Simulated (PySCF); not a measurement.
**CH9FGe2Si2 (SMILES [F][GeH2][CH]1[SiH2][GeH2][SiH2]1): density, localisation and related maps**

```xyz
15

F     1.5009   -1.2692   -1.2381
Ge    2.0866   -0.0200   -0.1343
C     0.4240    0.6981    0.6160
Si   -0.5745   -0.7729    1.3788
Ge   -1.8815   -0.7487   -0.5869
Si   -0.6917    1.2761   -0.8549
H     3.0029   -0.8358    0.7567
H     2.8938    0.8454   -1.0826
H     0.6755    1.4853    1.3252
H    -1.2470   -0.2838    2.5915
H     0.2596   -1.9165    1.7654
H    -3.3938   -0.6925   -0.4428
H    -1.7269   -1.8540   -1.6046
H     0.0642    1.5980   -2.0710
H    -1.3964    2.4985   -0.4402
```

Geometry: GFN2-xTB.

The calculation used PySCF 2.14.0, PBE0/def2-SVPD, SCF density, gas phase.

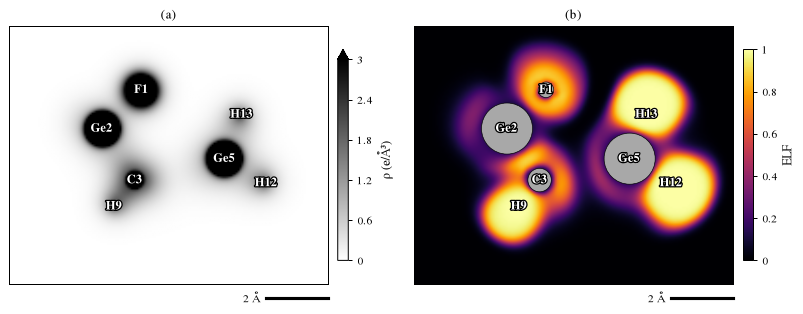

Figure 1. (a) electron density; (b) ELF on the plane of atoms Ge2, C3 and H9. Grey discs cover the atomic cores in the ELF map.

Describe what can be read from this map.

Answer.
- The plane passes through F, Ge, C and H nuclei.
- Ge–F (1.77 Å): ρ at the midpoint is about 0.85 e/Å³; the ELF peaks at about 0.80 in the valence shell of F, 0.5 Å from its nucleus, and is about 0.20 at the midpoint.
- C–Ge (1.96 Å): the density is about 0.85 e/Å³ at the midpoint; the ELF peaks at about 0.90 between the atoms: a covalent bond.
- C–H (1.09 Å): the density is about 1.9 e/Å³ at the midpoint; the ELF climbs to about 1 towards the hydrogen, as it does in any bond to H; an ordinary covalent bond to hydrogen.
- Ge–H (1.51 Å): the density is about 1.1 e/Å³ at the midpoint; the ELF climbs to about 1 towards the hydrogen.
- The ELF also peaks beside F1, away from the bonds: lone-pair regions.

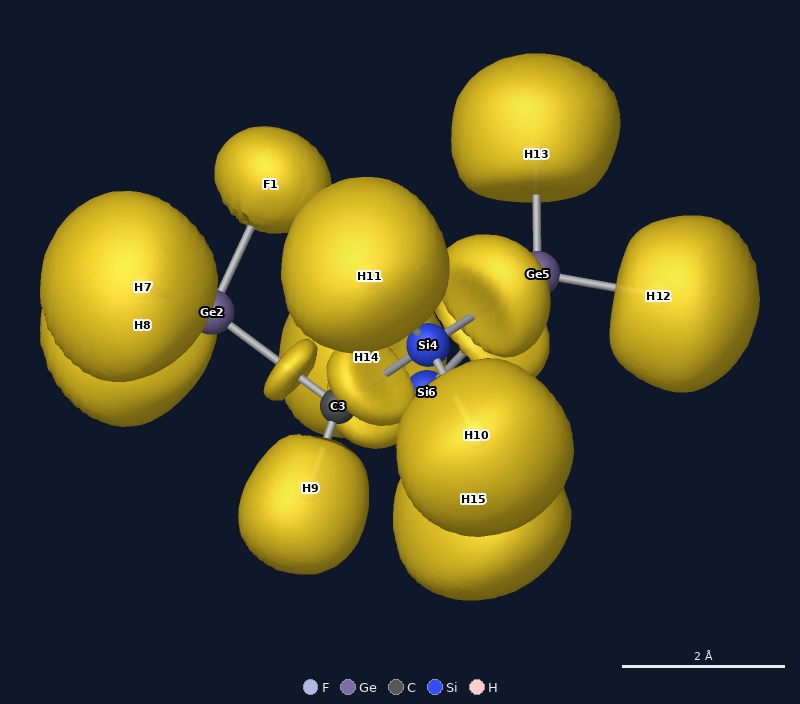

Figure 2. Isosurface of the ELF at 0.8 (yellow), seen from one side. Core shells and regions of very low density are left out.

Identify the bonds, lone pairs and shells in this picture.

Answer. The ELF exceeds this value in two regions between bonded C–Si atoms (shared pairs), nine regions around hydrogen nuclei, one lobe of the valence shell of C pointing towards Ge (polar bonds), two regions on Si in which the atom's valence shell and bonds are merged and one region wrapped around F (its valence shell).


 C–Si (1.93 Å): the ELF peaks at about 0.95 between the atoms (a shared electron pair).

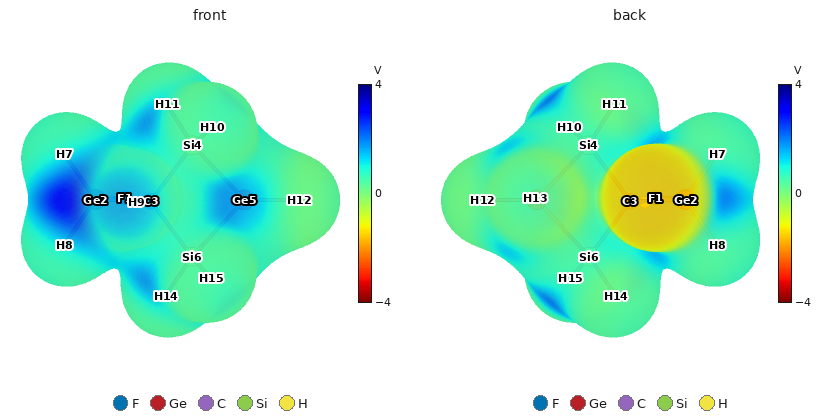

Figure 3. The molecular electrostatic potential painted on the density surface at 0.004 e/bohr³, seen from the front and from behind; the colour scale runs from red (negative) to blue (positive).

Which sites attract a positive test charge, and which a negative one?

Answer. A positive charge is drawn to the negative regions and a negative charge to the positive ones. The most negative region (about −1.6 V) lies over F1, the most positive (about +2.9 V) over Ge2.
